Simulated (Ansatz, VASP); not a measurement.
# NaCl (Halite) in two plane-wave programs, part 2 of 2

Aim: how closely do two programs agree when they are given the same cell, functional and k mesh? The cell is taken from a series of VASP runs on this material, whose earlier steps may have relaxed, scaled or displaced it; both programs get it as it stands. Valence electrons are named where the data sets of a main pair hold unlike numbers.

VASP 6.6.1 and Ansatz 0.2.0.

So far. Step 4 (Side by side): The walks stopped with 0.03 GPa left in Ansatz and -0.01 GPa in VASP; each walk ends within a tolerance, so the volume difference is uncertain by about these residues over the bulk modulus, most in soft cells.

### Step 6. VASP: band structure, PBE0

Level of this step: PBE0; plane waves and PAW (Cl, Na_pv) (VASP).

The same cell, functional, mesh and smearing now go to VASP, with its own data sets.

The run reads the wave functions of an earlier VASP run, which isn't shown here.

Input file INCAR:

```
SYSTEM = NaCl
PREC = Accurate
ENCUT = 350
EDIFF = 1E-06
NELM = 100
ISMEAR = 0
SIGMA = 0.03
LREAL = .FALSE.
ALGO = Normal
LHFCALC = .TRUE.
AEXX = 0.25
GGA = PE
LASPH = .TRUE.
NBANDS = 13
PRECFOCK = Fast
HFRCUT = -1
LORBIT = 11
LWAVE = .FALSE.
LCHARG = .FALSE.
KPAR = 4
```

Input file POSCAR:

```
NaCl
1.0
    0.0000000000      2.8202800000      2.8202800000
    2.8202800000      0.0000000000      2.8202800000
    2.8202800000      2.8202800000      0.0000000000
Cl Na
1 1
Direct
    0.5000000000      0.5000000000      0.5000000000
    0.0000000000      0.0000000000      0.0000000000
```

Input file KPOINTS:

```
Automatic mesh
0
Gamma
5 5 5
0 0 0
```

Input file KPOINTS_OPT:

```
Line mode
10
Line-mode
Reciprocal
  0.00000000   0.00000000   0.00000000 GAMMA
  0.50000000   0.00000000   0.50000000 X

  0.50000000   0.00000000   0.50000000 X
  0.50000000   0.25000000   0.75000000 W

  0.50000000   0.25000000   0.75000000 W
  0.37500000   0.37500000   0.75000000 K

  0.37500000   0.37500000   0.75000000 K
  0.00000000   0.00000000   0.00000000 GAMMA

  0.00000000   0.00000000   0.00000000 GAMMA
  0.50000000   0.50000000   0.50000000 L

  0.50000000   0.50000000   0.50000000 L
  0.62500000   0.25000000   0.62500000 U

  0.62500000   0.25000000   0.62500000 U
  0.50000000   0.25000000   0.75000000 W

  0.50000000   0.25000000   0.75000000 W
  0.50000000   0.50000000   0.50000000 L

  0.50000000   0.50000000   0.50000000 L
  0.37500000   0.37500000   0.75000000 K

  0.62500000   0.25000000   0.62500000 U
  0.50000000   0.00000000   0.50000000 X
```

The projector-augmented-wave data sets are Cl and Na_pv (PBE family, release 64).

Run with:

```
mpirun -np 4 vasp_std
```

Numbers of over 12 decimals in the logs are rounded to 6 here.

Log:

```text
[banner, memory and clock lines left out]
running    4 mpi-ranks, on    1 nodes
[...]
LDA part: xc-table for (Slater+PW92), standard interpolation
 found WAVECAR, reading the header
 POSCAR, INCAR and KPOINTS ok, starting setup
[...]
HFRCUT set to (new)   11.021550
 reading WAVECAR
 the WAVECAR file was read successfully
 initial charge from wavefunction
 entering main loop
       N       E                     dE             d eps       ncg     rms          rms(c)
DAV:   1    -0.839914073597E+01   -0.83991E+01   -0.59457E-01   305   0.859E+00    0.138E+00
DAV:   2    -0.839897853064E+01    0.16221E-03   -0.24799E-02   290   0.225E+00    0.100E+00
DAV:   3    -0.839493111820E+01    0.40474E-02   -0.56600E-03   300   0.945E-01    0.645E-01
DAV:   4    -0.839441454810E+01    0.51657E-03   -0.14964E-03   305   0.421E-01    0.416E-01
DAV:   5    -0.839435224758E+01    0.62301E-04   -0.19574E-04   305   0.150E-01    0.255E-01
DAV:   6    -0.839432901011E+01    0.23237E-04   -0.23811E-05   260   0.555E-02    0.148E-01
[...]
DAV:   9    -0.839432100220E+01   -0.17608E-06   -0.13185E-06   275   0.109E-02
   1 F= -.83943210E+01 E0= -.83943210E+01  d E =-.259943E-32
 Start KPOINTS_OPT (optional k-point list driver)
k-point batch [1-10\100]
       N       E                     dE             ncg
DAV:   1    -0.857416786115E+03   -0.33007E+04      273
DAV:   2    -0.189851962963E+04   -0.10411E+04      275
DAV:   3    -0.197653356428E+04   -0.78014E+02      340
DAV:   4    -0.197830196138E+04   -0.17684E+01      300
DAV:   5    -0.197833556898E+04   -0.33608E-01      330
DAV:   6    -0.197833666364E+04   -0.10947E-02      318
DAV:   7    -0.197833670228E+04   -0.38640E-04      328
DAV:   8    -0.197833670390E+04   -0.16257E-05      291
DAV:   9    -0.197833670398E+04   -0.81017E-07      170
[...]
k-point batch [91-100\100]
       N       E                     dE             ncg
DAV:   1    -0.104458501722E+04   -0.50681E+04      296
DAV:   2    -0.194043958575E+04   -0.89585E+03      285
DAV:   3    -0.200323077675E+04   -0.62791E+02      330
DAV:   4    -0.200463924815E+04   -0.14085E+01      325
DAV:   5    -0.200466441733E+04   -0.25169E-01      371
DAV:   6    -0.200466512178E+04   -0.70445E-03      351
DAV:   7    -0.200466514428E+04   -0.22499E-04      359
DAV:   8    -0.200466514516E+04   -0.88157E-06      285
```

OUTCAR, selected parts (step 6):

```text
 POSITION                                       TOTAL-FORCE (eV/Angst)
 -----------------------------------------------------------------------------------
      2.82028      2.82028      2.82028         0.000000     -0.000000      0.000000
      0.00000      0.00000      0.00000         0.000000      0.000000      0.000000
 -----------------------------------------------------------------------------------
    total drift:                               -0.000000     -0.000000     -0.000000

  FREE ENERGIE OF THE ION-ELECTRON SYSTEM (eV)
  ---------------------------------------------------
  free  energy   TOTEN  =        -8.3943210022 eV

  energy  without entropy=       -8.3943210022  energy(sigma->0) =       -8.39432100

[... 3 further parts left out ...]
[key lines of the parts left out:]
E-fermi :  -1.8798
```

The k-mesh is coarse for unscreened exact exchange, which converges slowly with it.

### Step 7. Differences

What differs besides the data sets and the points named for the pairs above, as far as they apply: exact exchange at q = 0 is treated differently, which shows on coarse meshes; VASP keeps PBE cores, Ansatz makes them for the functional; the data sets hold 16 valence electrons in Ansatz (on its default PAW (the set named soft_2) files) and 14 in VASP; the cutoff is 420 eV in Ansatz and 350 eV in VASP; VASP takes a coarser grid for exact exchange (PRECFOCK = Fast). Total energies have different zeros and are not compared.

The two programs side by side:

```
                     quantity  Ansatz   VASP  difference
gap over the path points (eV)   7.204  7.194      +0.010
```

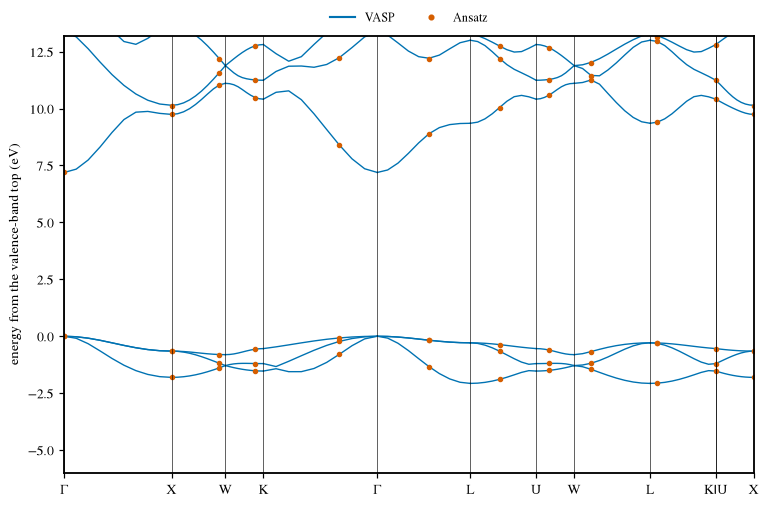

Bands from VASP (lines) and levels from Ansatz (dots). Dots without a line are higher empty bands that the VASP plot leaves out.

Levels at points of the path, from each program's valence-band top (eV; 3 filled, then empty):

```
k (reciprocal lattice)                               Ansatz                                 VASP
     0.000 0.000 0.000      0.00 0.00 0.00 7.20 13.31 13.31      0.00 0.00 0.00 7.19 13.38 13.38
     0.500 0.000 0.500   -1.81 -0.65 -0.65 9.75 10.12 13.64   -1.81 -0.65 -0.65 9.74 10.14 13.64
     0.500 0.222 0.722  -1.39 -1.19 -0.80 11.04 11.56 12.17  -1.39 -1.19 -0.80 11.04 11.58 12.19
     0.403 0.347 0.750  -1.52 -1.20 -0.57 10.48 11.25 12.74  -1.52 -1.20 -0.57 10.49 11.26 12.75
     0.125 0.125 0.250   -0.79 -0.23 -0.08 8.41 12.20 13.59   -0.79 -0.23 -0.07 8.40 12.24 13.64
     0.278 0.278 0.278   -1.33 -0.17 -0.17 8.90 12.19 13.58   -1.33 -0.17 -0.17 8.89 12.21 13.64
     0.556 0.389 0.556  -1.89 -0.66 -0.37 10.04 12.19 12.73  -1.89 -0.66 -0.37 10.05 12.20 12.75
     0.583 0.250 0.667  -1.50 -1.19 -0.60 10.58 11.27 12.66  -1.50 -1.19 -0.60 10.58 11.28 12.68
     0.500 0.306 0.694  -1.45 -1.19 -0.68 11.25 11.44 12.01  -1.45 -1.19 -0.67 11.26 11.46 12.03
     0.486 0.486 0.528   -2.06 -0.32 -0.29 9.40 12.95 13.16   -2.06 -0.32 -0.29 9.40 12.94 13.21
```

Among the levels compared at these points, filled levels agree within 2 meV and empty ones within 66 meV.

### Step 8. VASP: band structure, r2SCAN-EpsX with an exact-exchange share of 0.387

Levels along a path test the potential and the projectors away from the mesh points.

The run reads the wave functions of an earlier VASP run, which isn't shown here.

Changes to INCAR since step 6:

```diff
@@ -10,4 +10,4 @@
 LHFCALC = .TRUE.
-AEXX = 0.25
-GGA = PE
+AEXX = 0.387
+METAGGA = R2SCAN
 LASPH = .TRUE.
```

POSCAR is that of step 6.

KPOINTS is that of step 6.

KPOINTS_OPT is that of step 6.

Run with:

```
mpirun -np 4 vasp_std
```

Log:

```text
[banner, memory and clock lines left out]
running    4 mpi-ranks, on    1 nodes
[...]
|                                                                             |
|               ----> ADVICE to this user running VASP <----                  |
|                                                                             |
|     You enforced a specific xc type in the INCAR file but a different       |
|     [... a line on the potential file left out ...]
|     I HOPE YOU KNOW WHAT YOU ARE DOING!                                     |
|                                                                             |

 LDA part: xc-table for (None), standard interpolation
 found WAVECAR, reading the header
 POSCAR, INCAR and KPOINTS ok, starting setup
[...]
HFRCUT set to (new)   11.021550
 reading WAVECAR
 the WAVECAR file was read successfully
 initial charge from wavefunction
 entering main loop
       N       E                     dE             d eps       ncg     rms          rms(c)
[...]
1 F= -.13545401E+02 E0= -.13545401E+02  d E =-.461634E-20
 Start KPOINTS_OPT (optional k-point list driver)
k-point batch [1-10\100]
       N       E                     dE             ncg
DAV:   1    -0.970556666465E+03   -0.34138E+04      273
DAV:   2    -0.213632631225E+04   -0.11658E+04      270
DAV:   3    -0.222346600717E+04   -0.87140E+02      340
DAV:   4    -0.222573996367E+04   -0.22740E+01      315
DAV:   5    -0.222578382656E+04   -0.43863E-01      320
DAV:   6    -0.222578526851E+04   -0.14419E-02      315
DAV:   7    -0.222578533257E+04   -0.64067E-04      339
DAV:   8    -0.222578533525E+04   -0.26802E-05      276
DAV:   9    -0.222578533537E+04   -0.11548E-06      205
[...]
k-point batch [91-100\100]
       N       E                     dE             ncg
DAV:   1    -0.118291667698E+04   -0.52064E+04      296
DAV:   2    -0.218310617204E+04   -0.10002E+04      285
DAV:   3    -0.225194060029E+04   -0.68834E+02      315
DAV:   4    -0.225367587932E+04   -0.17353E+01      335
DAV:   5    -0.225370709166E+04   -0.31212E-01      338
DAV:   6    -0.225370808566E+04   -0.99401E-03      328
DAV:   7    -0.225370812351E+04   -0.37844E-04      336
DAV:   8    -0.225370812511E+04   -0.16047E-05      325
DAV:   9    -0.225370812517E+04   -0.54783E-07      240
```

Parts of OUTCAR (step 8):

```text
 POSITION                                       TOTAL-FORCE (eV/Angst)
 -----------------------------------------------------------------------------------
      2.82028      2.82028      2.82028         0.000000      0.000000      0.000000
      0.00000      0.00000      0.00000         0.000000     -0.000000      0.000000
 -----------------------------------------------------------------------------------
    total drift:                               -0.000000     -0.000000     -0.000000

  FREE ENERGIE OF THE ION-ELECTRON SYSTEM (eV)
  ---------------------------------------------------
  free  energy   TOTEN  =       -13.5454012505 eV

  energy  without entropy=      -13.5454012505  energy(sigma->0) =      -13.54540125

[... 2 parts as in an earlier step ...]

[... 1 further part left out ...]
[key lines of the parts left out:]
E-fermi :  -2.8879
```

The PAW data sets were made with PBE, which is usual practice but a small mismatch for other functionals.

### Step 9. Ansatz: band structure, r2SCAN-EpsX with an exact-exchange share of 0.387

The same cell, functional, mesh and smearing now go to Ansatz, which takes its cutoff from its data sets.

The cell is taken from a series of VASP runs on this material, whose earlier steps may have relaxed, scaled or displaced it; both programs get it as it stands.

Input file input.yaml:

```yaml
crystal:
  lattice:
    - [0.0, 2.82028, 2.82028]
    - [2.82028, 0.0, 2.82028]
    - [2.82028, 2.82028, 0.0]
  atoms:
    - { symbol: Cl, position: [0.5, 0.5, 0.5] }
    - { symbol: Na, position: [0.0, 0.0, 0.0] }
hamiltonian:
  xc: { exchange: r2scan, correlation: r2scan, exx: { coeff: 0.387 } }
  pseudopotentials: { kind: paw }
kpoints:
  mp_grid: { grid: [5, 5, 5] }
  band_path:
    path:
      - [0.0, 0.0, 0.0]
      - [0.5, 0.0, 0.5]
      - [0.5, 0.22222, 0.72222]
      - [0.40278, 0.34722, 0.75]
      - [0.125, 0.125, 0.25]
      - [0.27778, 0.27778, 0.27778]
      - [0.55556, 0.38889, 0.55556]
      - [0.58333, 0.25, 0.66667]
      - [0.5, 0.30556, 0.69444]
      - [0.48611, 0.48611, 0.52778]
      - [0.625, 0.25, 0.625]
      - [0.5, 0.0, 0.5]
    npoints: 1
scf:
  occupations: { method: gaussian, width: 0.03 }
  n_extra_bands: 7
output:
  forces: true
  stress: true
  eigenvalues: true
  write_density: true
  write_potential: true
  elf: true
  volumetric_format: npy
```

Run with:

```
ansatz run input.yaml --threads 4 --pin off --max-ram 9216MiB --backend cpu --events-out ev --progress --plain --runs-dir out
```

Log:

```text
[...]
Crystal: 2 atoms, lattice volume = 44.865 Å³
Basis set: ecut = 500 eV, 1139 PW (Γ), exchange–correlation on 120×120×120 points (64 copies of the dense FFT grid, shifted against one another)
Bands: 15, of which v1, the nominal top of the filled ones, is band 8 counted from 1 (7 counted from 0)
Symmetry: 48 space group operations
[...]
k-points: 10 of 125
[...]
--- Band table (eV; the first three rows and the last of 10) ---
  k-point 0: bands = [... 4 lower, -16.0208, -1.2393, -1.2393, -1.2393, 7.3867, 13.5707, 13.5707, 13.5707, ... 3 higher]
  k-point 1: bands = [... 4 lower, -15.8937, -2.1080, -1.3501, -1.3501, 8.5188, 12.5364, 13.9485, 13.9485, ... 3 higher]
  k-point 2: bands = [... 4 lower, -15.6768, -3.2342, -1.5204, -1.5204, 9.4499, 13.0591, 13.6256, 13.6256, ... 3 higher]
  k-point 9: bands = [... 4 lower, -15.5830, -2.8571, -2.3350, -1.9012, 11.4150, 11.5772, 12.0895, 14.8329, ... 3 higher]
[key lines of the parts left out:]
Free energy (F): -2575.707203 eV
Fermi energy:    3.073790 eV
P = ⅓ Tr σ = -0.7909 GPa (-7.909 kbar)
```

Wall time 16 s (4 threads of Arm Neoverse V2, shared host); peak memory 0.91 GiB; 59 s of CPU time.

### Step 10. Side by side

What differs besides the data sets and the points named for the pairs above, as far as they apply: the data sets hold 16 valence electrons in Ansatz (on its default PAW (the set named soft_2) files) and 14 in VASP; the cutoff is 500 eV in Ansatz and 350 eV in VASP. Total energies have different zeros and are not compared.

Both answers:

```
                     quantity  Ansatz   VASP  difference
gap over the path points (eV)   8.626  8.630      -0.004
```

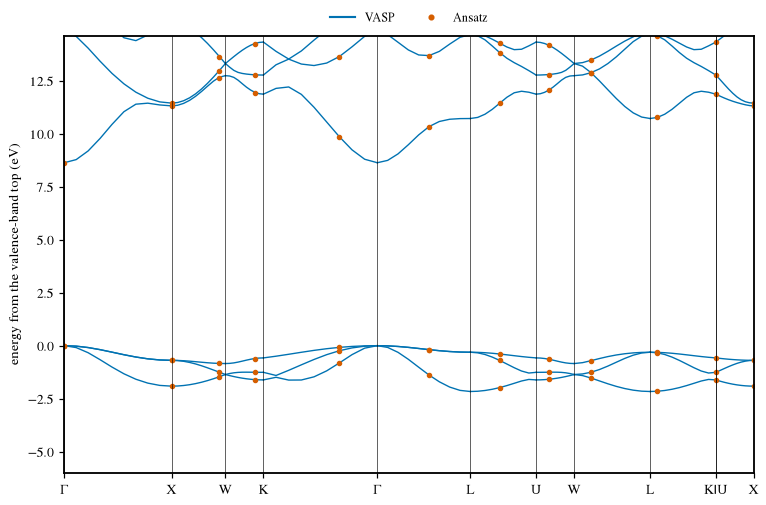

Bands from VASP (lines) and levels from Ansatz (dots). Dots without a line are higher empty bands that the VASP plot leaves out.

Levels at points of the path, from each program's valence-band top (eV; 3 filled, then empty):

```
k (reciprocal lattice)                               Ansatz                                 VASP
     0.000 0.000 0.000      0.00 0.00 0.00 8.63 14.81 14.81      0.00 0.00 0.00 8.63 14.84 14.84
     0.500 0.000 0.500  -1.91 -0.69 -0.69 11.30 11.44 15.23  -1.91 -0.69 -0.69 11.31 11.44 15.23
     0.500 0.222 0.722  -1.47 -1.26 -0.84 12.65 12.98 13.63  -1.46 -1.25 -0.84 12.66 12.98 13.64
     0.403 0.347 0.750  -1.60 -1.26 -0.61 11.94 12.77 14.25  -1.60 -1.25 -0.61 11.95 12.78 14.25
     0.125 0.125 0.250   -0.82 -0.24 -0.08 9.86 13.63 15.15   -0.81 -0.24 -0.08 9.86 13.64 15.18
     0.278 0.278 0.278  -1.39 -0.19 -0.19 10.33 13.68 15.13  -1.38 -0.19 -0.19 10.33 13.68 15.18
     0.556 0.389 0.556  -1.98 -0.69 -0.39 11.43 13.80 14.27  -1.98 -0.69 -0.39 11.43 13.83 14.27
     0.583 0.250 0.667  -1.59 -1.25 -0.64 12.05 12.78 14.17  -1.59 -1.25 -0.64 12.05 12.79 14.17
     0.500 0.306 0.694  -1.53 -1.25 -0.71 12.86 12.88 13.47  -1.53 -1.25 -0.71 12.88 12.88 13.47
     0.486 0.486 0.528  -2.15 -0.34 -0.31 10.77 14.61 14.72  -2.15 -0.34 -0.32 10.77 14.62 14.75
```

Among the levels compared at these points, filled levels agree within 4 meV and empty ones within 42 meV.

### Step 11. Results

```json
{
  "difference in volume (relaxation of cell and atoms, LDA)": "0.14 %",
  "largest difference of a filled level at the path points (band structure, PBE0)": "1.9 meV",
  "largest difference of a filled level at the path points (band structure, r2SCAN-EpsX with an exact-exchange share of 0.387)": "3.9 meV"
}
```

The difference in volume is 0.14 % (relaxation of cell and atoms, LDA), within the 1.2 % picked in this series as the mark of a large difference, as far as the stopping tolerances let one tell. The data sets hold unlike numbers of valence electrons (16 in Ansatz and 14 in VASP), so part of the differences comes from the potentials. How closely two codes agree says nothing of how well the functional describes the real material.

[Lines on the potential files, build, host, timing and source positions are cut from VASP's logs without a mark.]

[Logs are printed without paths, hosts, clocks, repeated set-up lines and the standing remarks that a program may print on its own settings, such as how far it seeks lower states.]

[Hosts, paths, dates, database ids (printed as entryN), source tags and the programs' standing remarks are cut or masked in the printed files.]
